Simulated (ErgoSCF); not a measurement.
**A workflow on singlet NCO+**

Wanted: a single-point energy (singlet NCO+, UHF/pcseg-0), then the energy (doublet NCO, UHF/pcseg-1), then the energy (singlet NCO+, UHF/pcseg-1), then a single-point energy (doublet NCO, UHF/pcseg-2), then the energy (singlet NCO+, UHF/pcseg-2) of CNO. 

The results are computed with ErgoSCF 3.8.

2 further runs of the same task are left out: 2 that didn't finish. Runs told in other sessions of the task aren't counted.

## (1) The structure to begin with

The species is NCO+ (3 atoms), meant as a singlet with charge +1. SMILES of the parent species: `[N]=C=O`. Geometry: relaxed at PBE0-D4/def2-TZVP. That shape belongs to the parent species and isn't relaxed for this state.

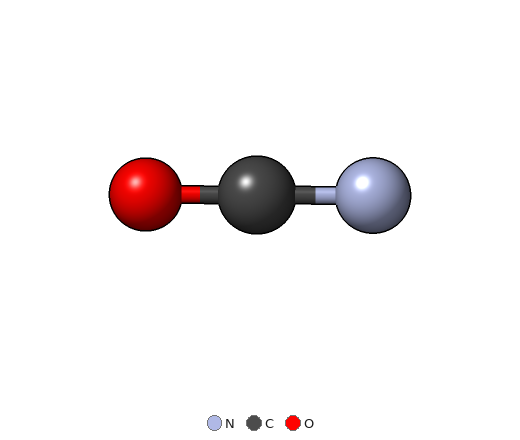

The structure, seen from a chosen angle (nitrogen light blue, carbon dark grey, oxygen red).

## (2) A single-point energy at UHF/pcseg-0 (run 1)

File job.ego:

```
# CNO, HF
set_nthreads(1)
molecule_inline Angstrom
N  0.968200 0.423100 0.579200
C  -0.013800 -0.006000 -0.008300
O  -0.954400 -0.417100 -0.571000
EOF
scf.force_unrestricted = 1
scf.max_number_of_iterations = 70
charge = 1
basis = "pcseg-0"
tmpdir = "."
scf.use_diagonalization = 1
scf.output_mulliken_pop = 1
run "HF"
```

The basis set pcseg-0 is read from a file made from the Basis Set Exchange's data (not shown).

Command:

```bash
$ ergo < job.ego
```

Log:

```text
[...]
INSC SCF_general constructor, number of basis functions: 27
[...]
INSC Energy   1 =       -104.00047048932
[...]
INDE E_LUMO =         -0.44954138439
[...]
INSC Energy  18 =       -166.11192509784  ( diff     -0.000000000002473 )
[...]
RESC CONVERGED after  18 iterations.
RESC FINAL ENERGY:       -166.11192509784
RESC FINAL <S2> =         -0.00000000000
[...]
INSC SCF: dipole_moment_x [atomic units] =       0.20385084
INSC SCF: dipole_moment_y [atomic units] =       0.08914776
INSC SCF: dipole_moment_z [atomic units] =       0.12186939
[...]
```

Run time: 1.4 s. Hardware: 1 thread of Arm Neoverse V2, shared host.

## (3) Doublet neutral NCO: the energy at UHF/pcseg-1 (run 2)

job.ego, as its differences from that of step 2:

```diff
@@ -7,6 +7,6 @@
 EOF
-scf.force_unrestricted = 1
+spin_polarization = 1
 scf.max_number_of_iterations = 70
-charge = 1
-basis = "pcseg-0"
+charge = 0
+basis = "pcseg-1"
 tmpdir = "."
```

The basis set pcseg-1 is read from a file made from the Basis Set Exchange's data (not shown).

Command:

```bash
$ ergo < job.ego
```

Log:

```text
[...]
INSC SCF_general constructor, number of basis functions: 42
[...]
INSC Energy   1 =        -71.86801465632
[...]
INDE E_LUMO =         -0.02352120620
[...]
INSC Energy  19 =       -167.08211575514  ( diff     -0.000000000003666 )
[...]
RESC CONVERGED after  19 iterations.
RESC FINAL ENERGY:       -167.08211575514
RESC FINAL <S2> =          0.83547797784
[...]
INSC SCF: dipole_moment_x [atomic units] =      -0.25102921
INSC SCF: dipole_moment_y [atomic units] =      -0.10964069
INSC SCF: dipole_moment_z [atomic units] =      -0.15020059
[...]
```

It took 7.2 s on 1 thread of Arm Neoverse V2, shared host.

Runs 3 to 4 aren't shown in full; the table further down has their settings and results.

## (4) A single-point energy at UHF/pcseg-2 (run 5)

job.ego, as its differences from that of step 3:

```diff
@@ -7,6 +7,6 @@
 EOF
-spin_polarization = 1
+scf.force_unrestricted = 1
 scf.max_number_of_iterations = 70
-charge = 0
-basis = "pcseg-1"
+charge = 1
+basis = "pcseg-2"
 tmpdir = "."
```

The basis set pcseg-2 is read from a file made from the Basis Set Exchange's data (not shown).

Command:

```bash
$ ergo < job.ego
```

Log:

```text
[...]
INSC SCF_general constructor, number of basis functions: 90
[...]
INSC Energy   1 =        -32.72609818000
[...]
INDE E_LUMO =         -0.42845206281
[...]
INSC Energy  14 =       -166.70023647926  ( diff     -0.000000000028365 )
[...]
RESC CONVERGED after  14 iterations.
RESC FINAL ENERGY:       -166.70023647926
RESC FINAL <S2> =          0.00000000000
[...]
INSC SCF: dipole_moment_x [atomic units] =       0.24750537
INSC SCF: dipole_moment_y [atomic units] =       0.10821864
INSC SCF: dipole_moment_z [atomic units] =       0.14799191
[...]
```

Run time: 80 s. Hardware: 1 thread of Arm Neoverse V2, shared host.

## (5) Overview of the runs

```tsv
run	level	partner	energy (Eh)	wall time
1	UHF/pcseg-0	cation	-166.111925	1.4 s
2	UHF/pcseg-1	base	-167.082116	7.2 s
3	UHF/pcseg-1	cation	-166.590874	5.7 s
4	UHF/pcseg-2	base	-167.187576	1.8 min
5	UHF/pcseg-2	cation	-166.700236	80 s
```

## (6) Outcome

| quantity | value |
| --- | --- |
| run 5, UHF/pcseg-2: total energy | -166.70024 Eh |
| vertical ionisation energy (to the singlet cation), UHF/pcseg-1 | 13.367 eV |
| vertical ionisation energy (to the singlet cation), UHF/pcseg-2 | 13.261 eV |

At UHF/pcseg-1: removing an electron at fixed nuclei costs 13.37 eV (308 kcal/mol). Only the singlet of the ionised species was computed; a triplet could lie lower. At UHF/pcseg-2: the vertical ionisation energy comes to 13.26 eV (1280 kJ/mol). All runs together took 3.4 min, the longest 1.8 min.
